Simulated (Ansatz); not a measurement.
# HfH2+ (doublet): trial inputs and their diagnosis

3 inputs are run for HfH2+ (doublet) as typed; the log has to tell whether the result can be used and what must change.

The runs use Ansatz 0.2.0, Gaussian basis; the settings change from run to run.

14 further runs of the same task are left out: 7 for a known fault of the program, 7 set aside as unsound or not needed.

## (1) The system

The geometry is a PBE0/def2-TZVP stationary point (not a proven minimum) of the parent state, kept for this charge and spin. No spin-orbit coupling is included. Elements past krypton take def2 core potentials.

3 atoms, charge 1, spin multiplicity 2.

Atoms are counted from 1 here; the program's logs count them from 0.

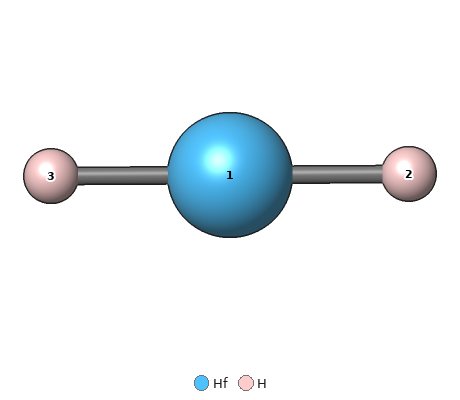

The structure; hafnium blue, hydrogen pink; atoms are numbered from 1 in the order of the file.

## (2) Input 1

Input file in.yaml:

```yaml
crystal:
  periodic: [false, false, false]
  atoms:
    - {symbol: Hf, position_ang: [0.000000, 0.000000, 0.000000]}
    - {symbol: H, position_ang: [0.000000, 0.000000, -1.911800]}
    - {symbol: H, position_ang: [0.000000, 0.000000, 1.911800]}
basis:
  gaussian: {orbitals: def2-SVP}
total_charge: 1
magnetization: {spin_polarized: false, initial_magnetization: 1}
hamiltonian: {xc: r2scan}
correlation: {active_space: {window: {electrons: 3, orbitals: 3}}}
```

Launch:

```bash
ansatz run in.yaml --threads 1 --pin off --events-out ev --progress --plain --max-ram 2393MiB
```

Output:

```text
Error: invalid value for `correlation.active_space`: it starts from restricted Hartree–Fock orbitals; set hamiltonian.xc: hf without magnetization.spin_polarized
```

Run time: 0.03 s. Hardware: 1 thread of Arm Neoverse V2, shared host.

**Diagnosis.** The run was refused. An active space is asked on a functional's orbitals. To mend it, start from Hartree-Fock.

## (3) Input 2

Input file in.yaml:

```yaml
crystal:
  periodic: [false, false, false]
  atoms:
    - {symbol: Hf, position_ang: [0.000000, 0.000000, 0.000000]}
    - {symbol: H, position_ang: [0.000000, 0.000000, -1.911800]}
    - {symbol: H, position_ang: [0.000000, 0.000000, 1.911800]}
basis:
  gaussian: {orbitals: def2-SVPD}
total_charge: 1
magnetization: {spin_polarized: false, initial_magnetization: 1}
correlation: {method: fic_mrcisd_q, electrons: outside_noble_gas, active_space: {window: {electrons: 2, orbitals: 1}}}
accuracy: high
```

Same command.

Output:

```text
Functional definition: HF
  name "HF"
  cite "Fock, Z. Phys. 61, 126 (1930) doi:10.1007/BF01340294"
  parent pbe
  exchange = exact_x
  correlation = 0
943 factors; integrals over basis functions are off by at most 3.1e-9 eV
mean field evaluation 1: about -1311.3751 eV, gradient 1.4e1 eV
mean field evaluation 2: about -1311.3777 eV, gradient 1.4e1 eV
mean field evaluation 4: about -1312.6071 eV, gradient 7.1e-1 eV
mean field evaluation 8: about -1312.6122 eV, gradient 1.9e-3 eV
mean field evaluation 16: about -1312.6122 eV, gradient 3.3e-5 eV
mean field evaluation 32: about -1312.6722 eV, gradient 1.3e-8 eV
mean field evaluation 64: about -1312.6188 eV, gradient 4.7e-1 eV
mean field evaluation 96: about -1312.2717 eV, gradient 1.6e0 eV
mean field evaluation 128: about -1312.6720 eV, gradient 1.0e-1 eV
mean field evaluation 160: about -1311.8486 eV, gradient 8.9e-3 eV
mean field -1312.67223958 eV, -48.2398150435 hartree, gradient 1.3e-8 eV, S^2 0.750000; 14 other end points of the search recorded, 0 dependent functions left out
reference -1312.67223958 eV, -48.2398150435 hartree; 7, 6 occupied and 44, 45 virtual orbitals, 943 factors
Error: 2 electrons in 1 orbitals form no window around the highest filled level of the reference
```

Run time: 1.4 s. Hardware: 1 thread of Arm Neoverse V2, shared host.

What is wrong: The run stopped with an error. The active window can't be built from these electrons and orbitals. Cure: choose counts that fit the spin, the electrons and the basis.

## (4) Input 3

Input file in.yaml:

```yaml
crystal:
  periodic: [false, false, false]
  atoms:
    - {symbol: Hf, position_ang: [0.000000, 0.000000, 0.000000]}
    - {symbol: H, position_ang: [0.000000, 0.000000, -1.911800]}
    - {symbol: H, position_ang: [0.000000, 0.000000, 1.911800]}
basis:
  gaussian: {orbitals: def2-mTZVP, point_charges: [{charge: 1.00, position_ang: [4.410, 0.142, -0.451]}]}
total_charge: 1
magnetization: {spin_polarized: false, initial_magnetization: 2}
correlation: {method: bccd_t, electrons: valence}
```

Same command.

Output:

```text
Error: a molecule whose nuclei and cores have a total charge of 14 cannot have a net charge of 1 together with 2 unpaired electrons
```

It took 0.03 s on 1 thread of Arm Neoverse V2, shared host.

**Diagnosis.** The run was refused. The number of unpaired electrons doesn't fit the electron count. To mend it, make charge and initial_magnetization agree.

## (5) How the runs ended

```
input                       level                ended                                                               cause    time
    1        CASSCF(3,3)/def2-SVP              refused                 an active space is asked on a functional's orbitals  0.03 s
    2     MRCISD+Q(2,1)/def2-SVPD  stopped by an error  the active window can't be built from these electrons and orbitals   1.4 s
    3  BCCD(T) on ROHF/def2-mTZVP              refused     the number of unpaired electrons doesn't fit the electron count  0.03 s
```

2 refused, 1 stopped by an error.
